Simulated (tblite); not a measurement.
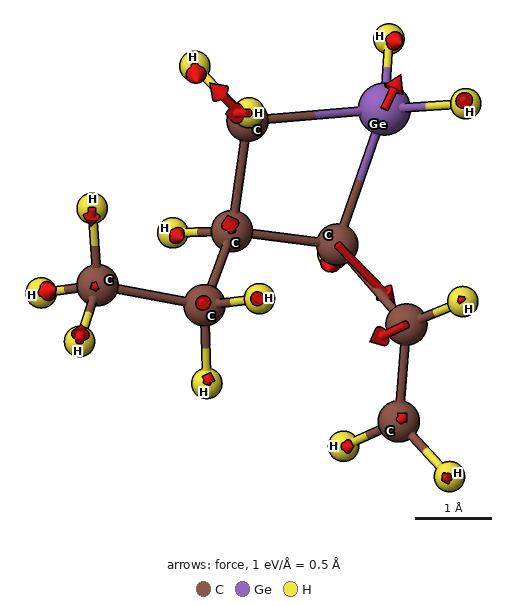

Starting geometry of C$_{7}$H$_{14}$Ge with the computed forces as red arrows. Style: ball-and-stick. Shown at a tilt.

All numbers below come from GFN2-xTB geometry optimisation, gas phase in tblite. 

Is this structure relaxed? If not, where do the atoms go?

It isn't relaxed: the largest force vector, on a C atom, is 2.40 eV/Å. The final displacements have little in common with the starting forces (cosine between the two patterns 0.13). An H atom moves most after the best rigid fit: 1.09 Å. Largest moves by element: H 1.09 Å, C 0.54 Å, Ge 0.34 Å. Among the contacts that change: C–Ge 1.936 → 2.017 Å, C–Ge 1.941 → 1.986 Å, C–C 1.525 → 1.480 Å, Ge–H 1.553 → 1.512 Å. Bond angles that change, for instance: H–Ge–H 121.3° → 107.2°, Ge–C–H 109.6° → 119.6°, Ge–C–H 111.7° → 121.2°. Groups turn about C–C by about 45°, C–C by about 30°, C–C by about 25°. After 138 geometry steps the energy has fallen by 0.645 eV.
